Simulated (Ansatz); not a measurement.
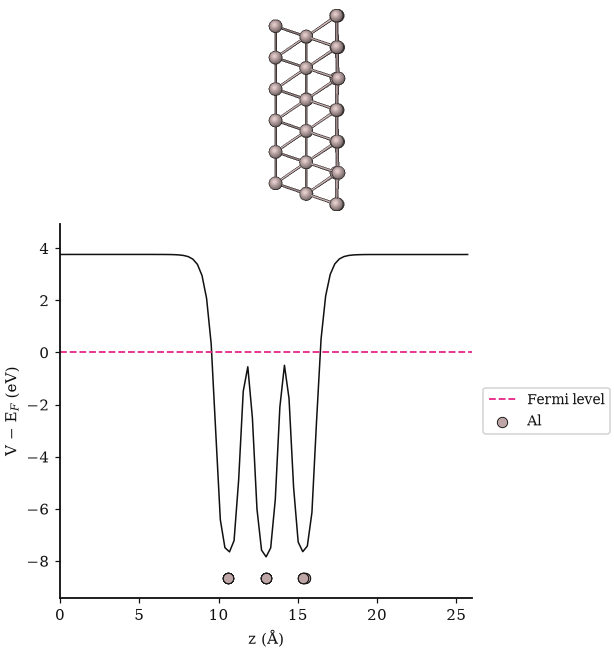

Plane-averaged electrostatic potential energy of an electron across the slab; circles at the bottom mark the heights of the atoms. The structure is drawn too.

Calculation on a (111) slab cut from Al (Fm-3m), 27 atoms in the cell, the slab at its places in the relaxed adsorbed structure.

Method: DFT PBE+D3(BJ), scalar-relativistic, plane waves, PAW, no spin polarisation, 3×3×1 k mesh, 420 eV cutoff (Ansatz).

> What is the work function?

The work function is 3.76 eV, the same on both faces. The two vacuum levels agree, so the slab has no net dipole along its normal.

> How thick are slab and vacuum?

The outermost atoms are 4.9 Å apart, which leaves 21.1 Å of vacuum in a cell 26.0 Å high.
